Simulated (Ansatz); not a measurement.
Input

```
crystal:
  lattice:
    - [4.1484554214, 0.0, 0.0]
    - [-2.0742277107, 3.5926677814, 0.0]
    - [0.0, 0.0, 20.5700491]
  atoms:
    - { symbol: Zn, position: [0.3333333333, 0.6666666667, 0.997682] }
    - { symbol: Zn, position: [0.3333333333, 0.6666666667, 0.338704] }
    - { symbol: Zn, position: [0.6666666667, 0.3333333333, 0.497682] }
    - { symbol: Zn, position: [0.6666666667, 0.3333333333, 0.838704] }
    - { symbol: Cd, position: [0.3333333333, 0.6666666667, 0.670541] }
    - { symbol: Cd, position: [0.6666666667, 0.3333333333, 0.170541] }
    - { symbol: Se, position: [0.3333333333, 0.6666666667, 0.118155] }
    - { symbol: Se, position: [0.3333333333, 0.6666666667, 0.45966] }
    - { symbol: Se, position: [0.3333333333, 0.6666666667, 0.800258] }
    - { symbol: Se, position: [0.6666666667, 0.3333333333, 0.300258] }
    - { symbol: Se, position: [0.6666666667, 0.3333333333, 0.618155] }
    - { symbol: Se, position: [0.6666666667, 0.3333333333, 0.95966] }
basis:
  ecutwfc: 420
kpoints:
  mp_grid: { grid: [6, 6, 2] }
  band_path:
    path:
      - [[0.0, 0.0, 0.0], [0.5, 0.0, 0.0], [0.33333333, 0.33333333, 0.0], [0.0, 0.0, 0.0], [0.0, 0.0, 0.5], [0.5, 0.0, 0.5], [0.33333333, 0.33333333, 0.5], [0.0, 0.0, 0.5]]
      - [[0.5, 0.0, 0.5], [0.5, 0.0, 0.0]]
      - [[0.33333333, 0.33333333, 0.5], [0.33333333, 0.33333333, 0.0]]
    npoints: 10
hamiltonian:
  xc: pbesol
scf:
  occupations: { method: gaussian, width: 0.02 }
  n_extra_bands: 30
output:
  forces: true
  stress: true
  eigenvalues: true
  populations: true
  dos: { projected: true, de: 0.02, nscf_kmesh: { grid: [9, 9, 3] } }
  bader: false
  write_density: true
  write_potential: true
  elf: true
  volumetric_format: npy
```

Run with:

```sh
ansatz run input.yaml --threads 4 --pin off --max-ram 8192MiB --backend cpu --events-out ev --progress --plain --runs-dir out
```

Below, planes, directions and counts refer to the conventional cell (a = 4.15 Å, b = 4.15 Å, c = 20.57 Å, α = 90.00°, β = 90.00°, γ = 120.00°).

Space group P6₃mc; a structure generated by program, which may or may not match a known phase; computed pressure about −3 GPa in this cell.

Theory: DFT PBEsol, scalar-relativistic, plane waves, PAW (Ansatz).

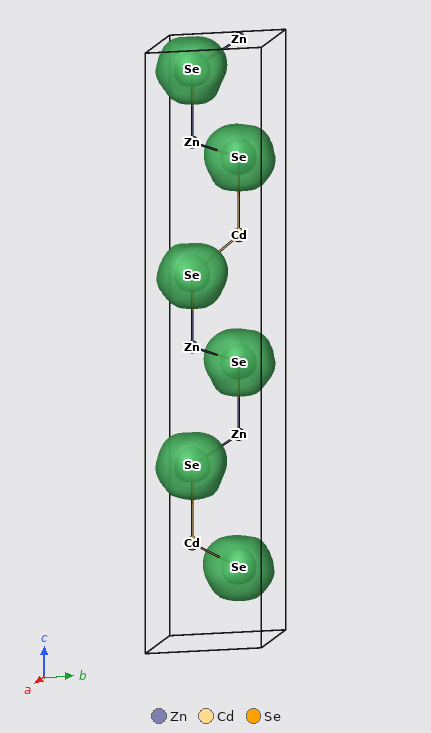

Zn₂CdSe₃. Isosurface of the electron localisation function at 0.7 (green), seen slightly off an axis. Only the valence region is drawn (cores and ρ < 0.01 e/Å³ removed). Sticks mark near contacts.

In a PAW calculation such maps are meaningful between the atoms, not at the nuclei.

Where are the electrons localised?

At this value the surface marks out six regions wrapped around Se (the valence shell of each), counted in one cell of 12 atoms. Any copies at cell faces, edges or corners count once.

Values along the shortest contacts:
Zn–Se (2.48 Å): the ELF is about 0.60 at the midpoint. Cd–Se (2.63 Å): the ELF is about 0.40 at the midpoint.
